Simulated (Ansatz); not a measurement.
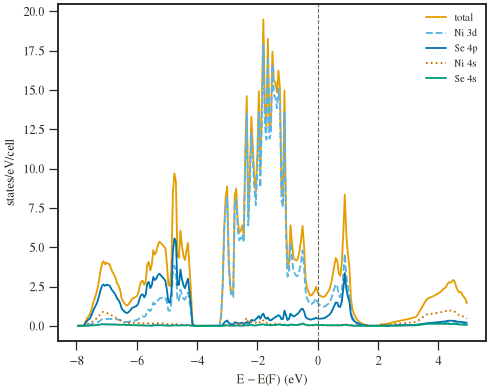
*Total and projected density of states of Ni₃Se₂ in space group R32 (No. 155; Ni on 9d, Se on 6c), plane-wave PAW r²SCAN (Ansatz code)*

Task: Which orbitals carry the states next to the Fermi level?

Result: Within 0.5 eV of the Fermi level: Ni 3d 70 %, Se 4p 23 %. Projections are on Löwdin-orthogonalised atomic valence shells; empty p or d shells of many metals are not among them.

Task: Where is the tallest occupied peak in this window, and what makes it?

Result: Near -1.8 eV, about 19 states/eV per cell; the largest projected share is Ni 3d.

The workflow started from a Materials Project entry (that database holds measured and hypothetical structures alike); the Crystallography Open Database files this formula in space group No. 155, but the cells were not matched. Whether it is the stable phase at ambient conditions was not checked. The cell was relaxed with r²SCAN under the symmetry of its start; whether a distortion lowers the energy is not shown. No spin polarisation was allowed. Spin–orbit coupling is left out wherever it is not named.

Potentials: the later of the program's two PAW sets.
